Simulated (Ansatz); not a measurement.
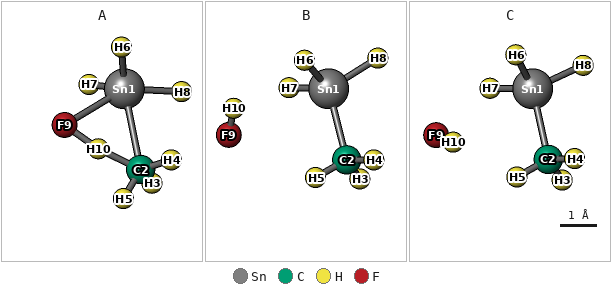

3 geometries from a converged minimum-energy path of CH$_{7}$FSn, made up at the start of CH6Sn and HF, shuffled. The picture is a ball-and-stick view, seen at a tilt.

Computed with RHF/def2-SVP (Ansatz). Settings: 7 movable images; climbing image; force threshold 0.03 eV/Å; iteration limit 60; starting path through a guess of the saddle point.

**Which frame is the transition state?**

A. In order along the path, whose images run from 0 to 8: B (image 0, 0.00 eV), C (image 1, +0.05 eV), A (image 3, +1.93 eV). Breaking: F9–H10 (0.90 → 1.18 at the top → 2.61 Å), Sn1–C2 (2.16 → 2.48 at the top → 5.31 Å). Forming: C2–H10 (3.85 → 1.36 at the top → 1.09 Å), Sn1–F9 (3.51 → 2.25 at the top → 1.93 Å).

Limits of the set-up: the start holds two separate molecules, 2.5 Å apart at their closest, whose relative position is a soft coordinate and is computed without a dispersion correction; Hartree-Fock leaves out electron correlation.
